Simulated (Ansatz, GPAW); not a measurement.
# 1T-SnS2 under H-SiSi-Cl chair, AB: simulated STM images, part 2 of 3

What would a tunnelling microscope show on 1T-SnS2 under H-SiSi-Cl chair, AB?

GPAW 26.7.0 and Ansatz 0.2.0; Ansatz plane waves; layer without images along its normal, relaxation of atoms and in-plane cell, with D3(BJ) dispersion; PAW set soft_1 (the session's first sound run).

So far. Step 2 (Relaxation): The relaxation lowered the energy of the cell by 3.91 eV.

## 3. The slab's potential

The work function is the vacuum plateau of the electrostatic potential less the Fermi level; a dipole layer lets the two faces have plateaus of their own.

This step: GPAW, PAW setups; slab in vacuum (GPAW 26.7.0).

The cell differs from the one that the last finished run ended in (c 42.110 → 24.287 Å).

File run.py:

```python
import json
import numpy as np
from ase import Atoms
from ase.dft.stm import STM
from gpaw import GPAW, PW

slab = Atoms(
    ['S', 'Sn', 'S', 'Cl', 'Si', 'Si', 'H'],
    positions=[
        [1.88396, 1.08771, 7.00000],
        [-0.00000, 0.00000, 8.44730],
        [-0.00000, 2.17541, 9.89388],
        [-0.00000, 0.00000, 12.94202],
        [-0.00000, 0.00000, 15.00690],
        [1.88396, 1.08771, 15.78548],
        [1.88396, 1.08771, 17.28743]],
    cell=[[3.76792, 0.0, -0.0], [-1.88396, 3.26312, 0.0], [-0.0, 0.0, 24.2874]],
    pbc=[True, True, False])

slab.calc = GPAW(mode=PW(500), xc='PBE', kpts={'size': (9, 9, 1), 'gamma': True},
                 occupations={'name': 'fermi-dirac', 'width': 0.05}, nbands='200%',
                 convergence={'density': 1e-05}, maxiter=200,
                 poissonsolver={'dipolelayer': 'xy'},
                 symmetry={'tolerance': 1e-3}, txt='slab.txt')
result = {}
energy = slab.get_potential_energy()
fermi = slab.calc.get_fermi_level()
v = slab.calc.get_electrostatic_potential().mean((0, 1)) - fermi
n = slab.calc.get_pseudo_density().mean((0, 1))
L = slab.cell[2, 2]
z = np.arange(len(v)) * L / len(v)
low, high = slab.positions[:, 2].min(), slab.positions[:, 2].max()
below, above = np.interp([low - 4.8, high + 4.8], z, v)
slopes = [np.interp(x, z, np.gradient(v, z)) for x in (low - 4.8, high + 4.8)]
eps = np.array([[slab.calc.get_eigenvalues(k, s) for k in range(len(slab.calc.get_ibz_k_points()))]
                for s in range(slab.calc.get_number_of_spins())]) - fermi
top, bottom = eps[eps < 0].max(), eps[eps > 0].min()
dipole = slab.get_dipole_moment()[2]
print(f'energy {energy:.4f} eV, Fermi level {fermi:.4f} eV, dipole {dipole:.5f} e A')
print(f'potential 4.8 A off the faces, from the Fermi level: lower {below:.4f} eV, upper {above:.4f} eV')
print(f'slope of the potential there: lower {slopes[0]:.5f}, upper {slopes[1]:.5f} eV/A')
print(f'nearest levels on the mesh: {top:.4f} and {bottom:.4f} eV')
print('magnetic moment', round(slab.get_magnetic_moment(), 3))
result.update(energy=energy, fermi=fermi, dipole=dipole, below=below, above=above, slopes=slopes, edges=[top, bottom],
              z=z.tolist(), v=v.tolist(), n=n.tolist(), positions=slab.positions.tolist(),
              forces=slab.get_forces(apply_constraint=False).tolist(), moments=slab.get_magnetic_moments().tolist())

# Images need the states of the whole zone, up to time reversal
slab.calc = slab.calc.fixed_density(symmetry={'point_group': False}, txt='states.txt', nbands='290%',
                                    convergence={'bands': 'CBM+1.3'})
stm = STM(slab)
result['stm'] = []
for bias in [-1.0, 1.0]:
    height = high + 3.5
    current = stm.get_averaged_current(bias, height)
    x, y, h = stm.scan(bias, current)
    i, f = divmod(height / L * stm.ldos.shape[2], 1)
    I = abs((1 - f) * stm.ldos[:, :, int(i)] + f * stm.ldos[:, :, int(i) + 1])
    print(f'bias {bias} V: mean current at 3.5 A {current:.4e}, corrugation {np.ptp(h):.4f} A')
    result['stm'].append(dict(bias=bias, current=current, h=(h - high).tolist(), I=I.tolist()))
json.dump(result, open('result.json', 'w'))
```

Launch:

```bash
$ OMP_NUM_THREADS=1 OPENBLAS_NUM_THREADS=1 python run.py
```

What it wrote:

```text
energy -30.4798 eV, Fermi level -0.4509 eV, dipole 0.08404 e A
potential 4.8 A off the faces, from the Fermi level: lower 5.5895 eV, upper 4.3494 eV
slope of the potential there: lower -0.00006, upper 0.00003 eV/A
nearest levels on the mesh: -0.2572 and 0.3113 eV
magnetic moment 0.0
bias -1.0 V: mean current at 3.5 A 1.2786e-10, corrugation 20.9533 A
bias 1.0 V: mean current at 3.5 A 2.3985e-08, corrugation 0.1122 A
```

Elapsed: 2.4 min, on 1 thread of AMD EPYC 9R14 (Zen 4), shared host; peak memory 0.79 GiB.

This step gave:

```yaml
dipole_along_the_normal: 0.08404 e·Å
levels_nearest_the_fermi_level_on_the_mesh: -0.2572, 0.3113 eV from the Fermi level
upper_work_function: 4.349 eV
lower_work_function: 5.589 eV
corrugation_1: 0.1122 Å
upper_ionisation_energy: 4.607 eV
```

The electrostatic potential energy of an electron (without an applied field's), less the Fermi level, planar mean oscillates, so the rows of the table below give means over windows of 2.22 Å about each position, cut where the curve ends. Its maxima inside the range that stand out by 2 % of the span (Å: eV): 0.9: 5.59, 7.6: -5.35, 9.3: -5.37, 11.5: 5.03, 13.9: 1.90. Its minima: 7.0: -12.9, 8.5: -15.6, 9.8: -12.8, 12.9: -10.9, 15.2: -12.5.

Table of electrostatic potential energy of an electron (without an applied field's), less the Fermi level, planar mean by z; means over each step:

| z (Å) | electrostatic potential energy of an electron (without an applied field's), less the Fermi level, planar mean (eV) |
| --- | --- |
| 1.11 | 5.54 |
| 3.33 | 5.59 |
| 5.55 | 3.77 |
| 7.77 | -10.4 |
| 9.99 | -4.78 |
| 12.21 | -0.362 |
| 14.43 | -4.87 |
| 16.65 | -2.27 |
| 18.87 | 4.24 |
| 21.09 | 4.35 |
| 23.31 | 4.38 |

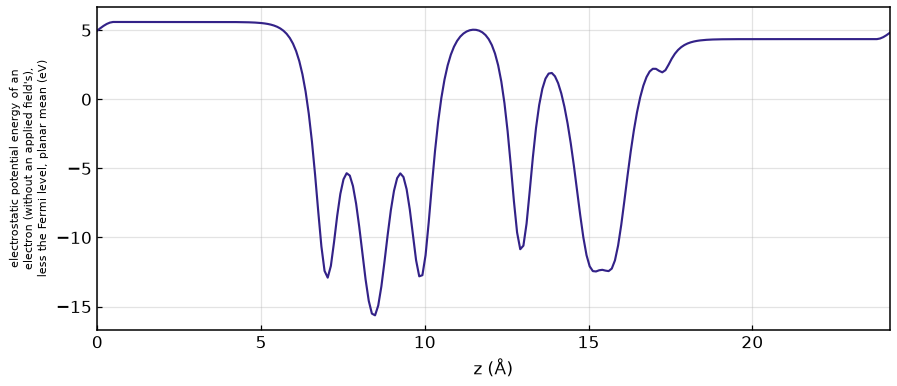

Electrostatic potential energy of an electron (without an applied field's), less the Fermi level, planar mean, plotted against z.

The pseudo valence density, planar mean oscillates, so the rows of the table below give means over windows of 2 Å about each position, cut where the curve ends. Its maxima inside the range that stand out by 2 % of the span (Å: e/Å³): 8.5: 1.18, 12.7: 0.384, 15.4: 0.347. Its minima: 11.4: 0.0299, 14.3: 0.143.

Pseudo valence density, planar mean against z; means over each step:

```
z (Å)  pseudo valence density, planar mean (e/Å³)
    2                                      1.5e-6
    4                                      6.7e-4
    6                                       0.131
    8                                       0.626
   10                                       0.290
   12                                       0.165
   14                                       0.231
   16                                       0.224
   18                                      0.0409
   20                                      1.4e-4
   22                                           0
```

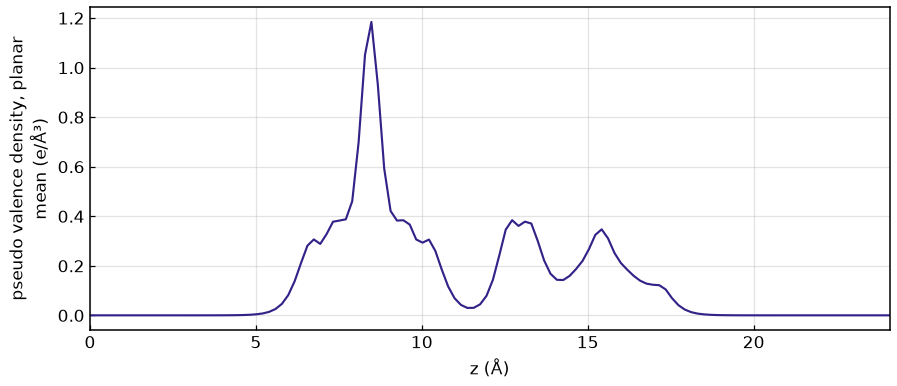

Pseudo valence density, planar mean against z.

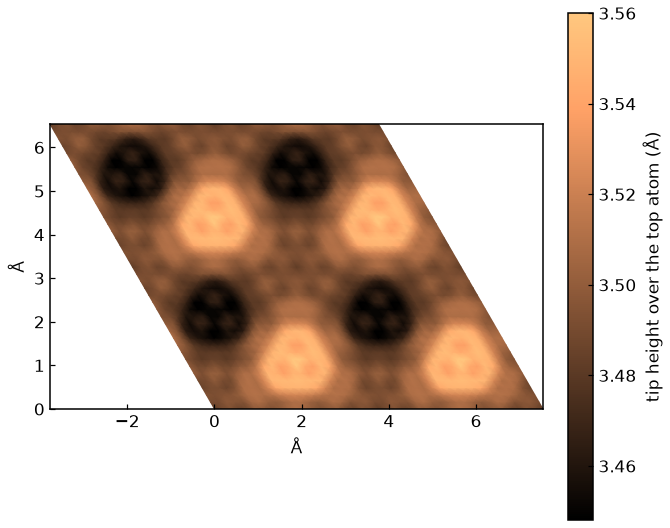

Tip height over the top atom over a1 and a2. Sample bias 1 V, constant current at the mean current 3.5 Å over the top atom. The cell is repeated, with its origin at the lower left corner.

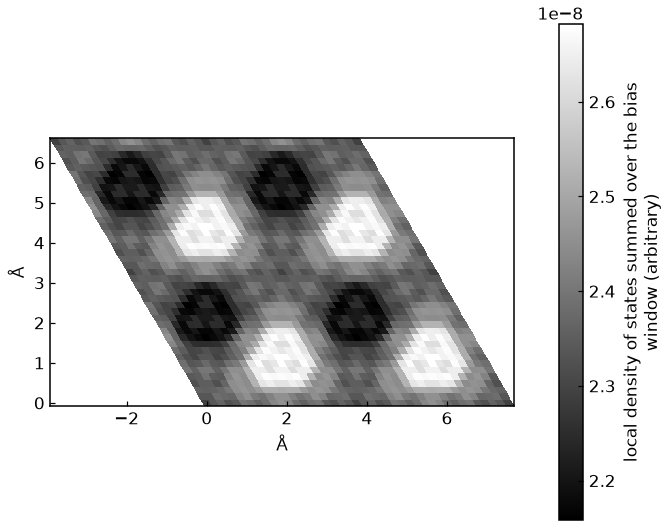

Local density of states summed over the bias window over a1 and a2. Sample bias 1 V, constant height 3.5 Å over the top atom. The cell is repeated, with its origin at the lower left corner.

Force by atom:

| atom | x (eV/Å) | y (eV/Å) | z (eV/Å) | size |
| --- | --- | --- | --- | --- |
| S1 | 0.000 | 0.000 | -0.051 | 0.051 |
| Sn2 | 0.000 | 0.000 | -0.042 | 0.042 |
| S3 | 0.000 | 0.000 | -0.022 | 0.022 |
| Cl4 | 0.000 | 0.000 | -0.091 | 0.091 |
| Si5 | 0.000 | 0.000 | 0.117 | 0.117 |
| Si6 | 0.000 | 0.000 | 0.027 | 0.027 |
| H7 | 0.000 | 0.000 | 0.062 | 0.062 |

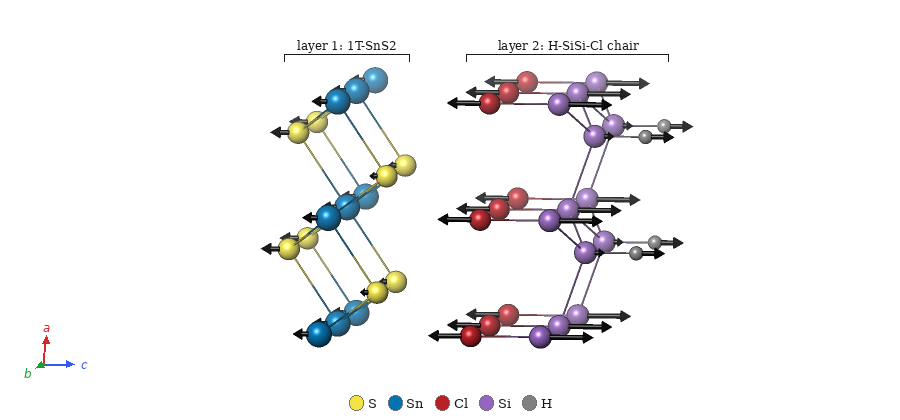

Force as arrows, the longest 0.117 eV/Å. 2×2×1 cells are drawn. Some periodic images of atoms are drawn too.

The layer is gapped, so the Fermi level lies somewhere inside the gap, set by smearing and numerics, and these work functions are no property of the material; the band edges below the vacuum level are. The potential is flat to 5.8e-5 eV/Å where it is read, so the vacuum is wide enough. The geometry is the other program's minimum (found with a dispersion term); here the largest force on a free atom is 0.12 eV/Å. At -1 V the search found no usable constant-current contour near the set height, so the printed corrugation is no image; it is left out.

(Part 2 of 3 ends here.)

[Logs are printed without paths, hosts, clocks, repeated set-up lines and the standing remarks that a program may print on its own settings, such as how far it seeks lower states.]

[Hosts, paths, dates, database ids (printed as entryN), source tags and the programs' standing remarks are cut or masked in the printed files.]
